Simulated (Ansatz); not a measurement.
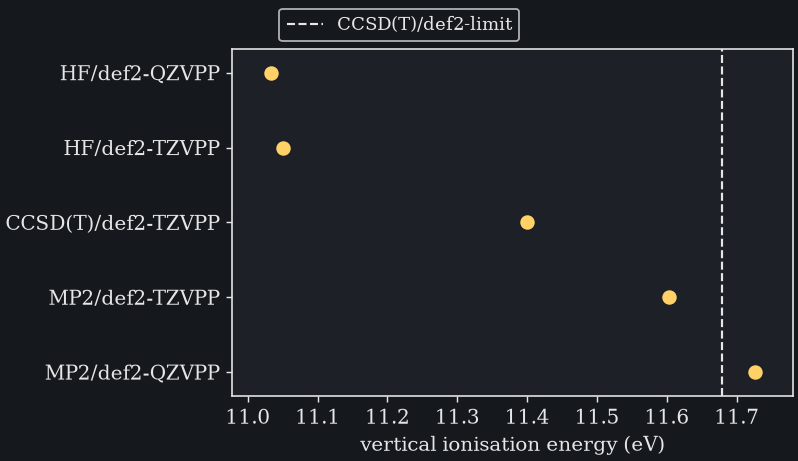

Vertical ionisation energy of Cl₂, taken as the energy of the cation less that of the neutral at fixed geometry (unrestricted doublet cation, cores frozen in correlated methods, no spin-orbit coupling), the Ansatz code, at a PBE0-D4/def2-TZVP geometry (a minimum by its frequencies). Limit means an estimate of the basis limit from triple and quadruple zeta; for coupled cluster it is either extrapolated directly or built as the MP2 limit plus the step from MP2 in triple zeta. The distance of CCSD(T)/def2-TZVPP, MP2/def2-TZVPP and MP2/def2-QZVPP to the limit includes basis error.

Which level comes closest to the line (CCSD(T)/def2-limit), and which misses most?

Answer. Closest MP2/def2-QZVPP (11.73 eV), against 11.68 eV; farthest HF/def2-QZVPP (11.03 eV).

Give the values.

Answer.
| level | eV | less CCSD(T)/def2-limit |
| --- | --- | --- |
| HF/def2-QZVPP | 11.03 | −0.65 |
| HF/def2-TZVPP | 11.05 | −0.63 |
| CCSD(T)/def2-TZVPP | 11.40 | −0.28 |
| MP2/def2-TZVPP | 11.60 | −0.08 |
| MP2/def2-QZVPP | 11.73 | 0.05 |
| CCSD(T)/def2-limit | 11.68 | 0.00 |
